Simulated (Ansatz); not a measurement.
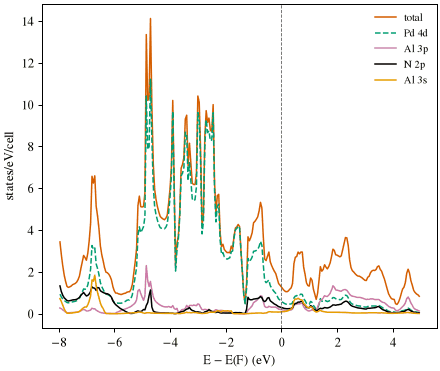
Total and projected density of states of AlPd3N (anti-perovskite, space group No. 221), the program Ansatz at the PBEsol level (PAW)

Question: Which orbitals carry the states next to the Fermi level?

Answer: Within 0.5 eV of the Fermi level: Pd 4d 47 %, N 2p 23 %, Al 3p 15 %, Al 3s 10 %, outside the projected shells 6 %. Projections are on Löwdin-orthogonalised atomic valence shells; empty p or d shells of many metals are not among them.

Question: Where is the tallest occupied peak in this window, and what makes it?

Answer: Near -4.7 eV, about 14 states/eV per cell; the largest projected share is Pd 4d.

Space group Pm-3m (anti-perovskite). The start of the workflow was typed in or built on a structure type; neither database checked (COD, Materials Project) lists it. Whether it is the stable phase at ambient conditions was not checked. Symmetry was held in the PBEsol relaxation. At this level the phase is dynamically unstable (imaginary phonons). The run is not spin-polarised. Scalar-relativistic: spin–orbit coupling is off unless named, which matters more the heavier the elements.

Potentials: the later of the program's two PAW sets.
